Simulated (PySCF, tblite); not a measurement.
**C5H14SSi: geometry, infrared bands and NMR shifts**

Aim: predict the infrared bands and NMR shifts of C5H14SSi (`CC(C)(C)CS[SiH3]`).

Computed with tblite 0.8.0 and PySCF 2.14.0, with density-fitted response routines of our own, on a single molecule in the gas phase. Atoms are numbered from 0 throughout.

### 1 Starting geometry

21 atoms, charge 0, multiplicity 1; geometry from: force field or distance geometry start.

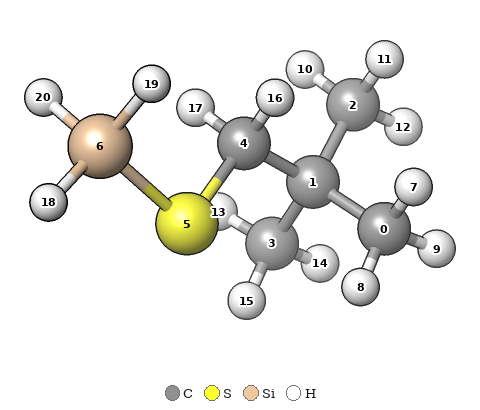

As it starts; carbon grey, sulfur yellow, silicon light orange, hydrogen white, atoms numbered.

### 2 Relaxing the molecule with GFN2-xTB

The job: settings as JSON, then the geometry in Å.

```
{"job": {"kind": "relax", "xc": "GFN2-xTB", "basis": "xTB"}, "charge": 0, "multiplicity": 1}
C     -1.350600     1.347600    -0.462800
C     -0.936200    -0.049100    -0.007800
C     -1.820500    -0.468600     1.189800
C     -1.154500    -1.051000    -1.151300
C      0.539300    -0.069100     0.502400
S      1.781600     0.391600    -0.758100
Si     3.638200     0.249300     0.316700
H     -1.176100     2.100200     0.326100
H     -0.812500     1.666200    -1.357100
H     -2.431800     1.373400    -0.702000
H     -1.577900    -1.469900     1.545000
H     -1.723500     0.226900     2.028300
H     -2.892600    -0.472800     0.909700
H     -0.823300    -2.064700    -0.856300
H     -2.218100    -1.110700    -1.409200
H     -0.611600    -0.774200    -2.036900
H      0.644800     0.625800     1.344800
H      0.786900    -1.076100     0.863000
H      4.761200     0.600000    -0.575300
H      3.589300     1.180100     1.479700
H      3.779100    -1.138100     0.821400
```

Launch:

```bash
OMP_NUM_THREADS=1 python probes_run.py task.json out
```

The driver reads the jobs from task.json and runs them one after another.

**Question.** This job is followed by: GFN2-xTB harmonic vibrations, gas phase; GIAO PBE0/pcSseg-1 NMR shielding, non-relativistic, gas phase. Predict these results of the whole session: strongest single infrared mode (GFN2-xTB); zero-point energy (GFN2-xTB); 13C shifts against TMS (PBE0/pcSseg-1, means over atoms taken as alike); 1H shifts against TMS (PBE0/pcSseg-1, means over atoms taken as alike); 33S shifts against CS2 (PBE0/pcSseg-1); 29Si shifts against TMS (PBE0/pcSseg-1).

**Answer**, as computed:

```
                                                               quantity                 value
                              strongest single infrared mode (GFN2-xTB)  775 cm⁻¹, 389 km/mol
                                           zero-point energy (GFN2-xTB)        109.3 kcal/mol
13C shifts against TMS (PBE0/pcSseg-1, means over atoms taken as alike)  49.6, 34.1, 30.5 ppm
 1H shifts against TMS (PBE0/pcSseg-1, means over atoms taken as alike)  4.57, 2.33, 1.11 ppm
                                 33S shifts against CS2 (PBE0/pcSseg-1)              -211 ppm
                                29Si shifts against TMS (PBE0/pcSseg-1)             -54.2 ppm
```

**Reading.** Relaxing lowered the energy by 0.129 eV in 53 steps; the close pair that moved most is C1–C4, from 1.561 to 1.531 Å. No mode is imaginary among the 57: a minimum at this level. The strongest single mode, at 775 cm⁻¹, moves mainly H18, H19 and H20. Unscaled tight-binding wavenumbers are off by several per cent, some by more. Its intensities can rank the bands wrongly. At PBE0/pcSseg-1: The widest tensor belongs to S5: span 299 ppm, with a paramagnetic part of -345 ppm.
